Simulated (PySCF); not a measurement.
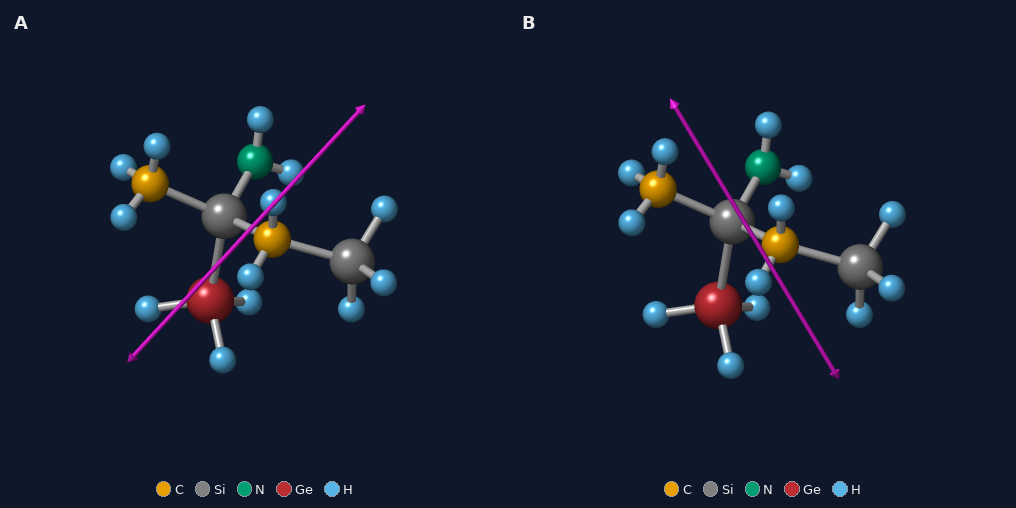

The double arrows show the directions of two transition dipoles from the ground state (lengths mean nothing). Computed geometry: GFN2-xTB optimisation. No frequency run is at hand to confirm it as a minimum. Level of theory: TDDFT CAM-B3LYP/def2-SVPD, vertical, gas phase, core orbitals frozen in the response (PySCF 2.14.0).

**One belongs to singlet state 5 and one to singlet state 7. Which is which?**

A: state 7, 7.79 eV (159 nm), oscillator strength 0.039, of mixed character, with the largest part HOMO → LUMO+2 (weight 0.30).
B: state 5, 7.55 eV (164 nm), oscillator strength 0.097, of mixed character, with the largest part HOMO−1 → LUMO (weight 0.39).

The geometry is semi-empirical. Around Ge, Si such bond lengths and angles can be off by a tenth of an ångström or more and by several degrees, and values that hang on the shape move with them.
